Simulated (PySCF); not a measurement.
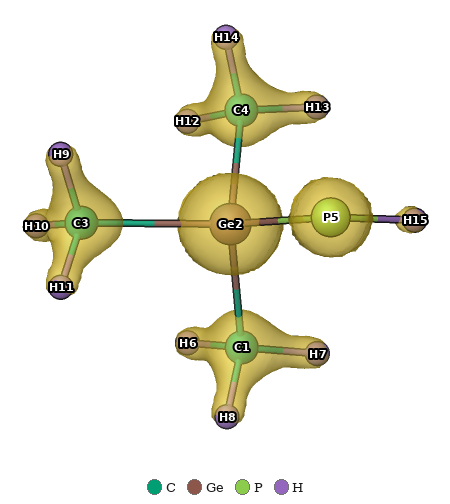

C3H10GeP (SMILES [CH3][Ge]([CH3])([CH3])[PH-]) (charge −1). Isosurface of the electron density at 1.5 e/Å³ (yellow), seen at a tilt.

Geometry: GFN2-xTB.

Theory: PBE0/def2-SVPD, SCF density, gas phase (PySCF).

Input file:

```
{"job": {"kind": "uv", "xc": "PBE0", "basis": "def2-SVPD", "nstates": 8, "ntriplets": 3}, "charge": -1, "multiplicity": 1}
C      0.201663     1.299756    -1.253099
Ge     0.400838     0.055920     0.342523
C      0.640679    -1.731792    -0.549056
C     -1.526894    -0.046574     0.980816
P      1.997500     0.525181     1.858088
H     -0.573614     0.942726    -1.925220
H     -0.061672     2.306578    -0.936359
H      1.133515     1.362530    -1.809731
H      0.627734    -2.538161     0.180008
H     -0.156009    -1.911604    -1.267294
H      1.589904    -1.781769    -1.076689
H     -2.189357    -0.313245     0.162055
H     -1.857710     0.906468     1.387862
H     -1.633439    -0.794011     1.763238
H      1.402448     1.725985     2.120947
```

Command:

```sh
OMP_NUM_THREADS=1 python probes_run.py task.json out
```

**Which contacts does the surface bridge?**

At this value the surface falls into six separate pieces. It bridges the sampled C–H (1.09 Å) contacts, where the density stays above the isovalue. It is pinched off along the sampled C–Ge (2.01 Å), Ge–P (2.25 Å) and P–H (1.37 Å) contacts. On the grid the lowest density along these lines, outside the cores, is 0.77 e/Å³ (C–Ge, 2.01 Å), 0.69 e/Å³ (Ge–P, 2.25 Å), 1.8 e/Å³ (C–H, 1.09 Å) and 1 e/Å³ (P–H, 1.37 Å).
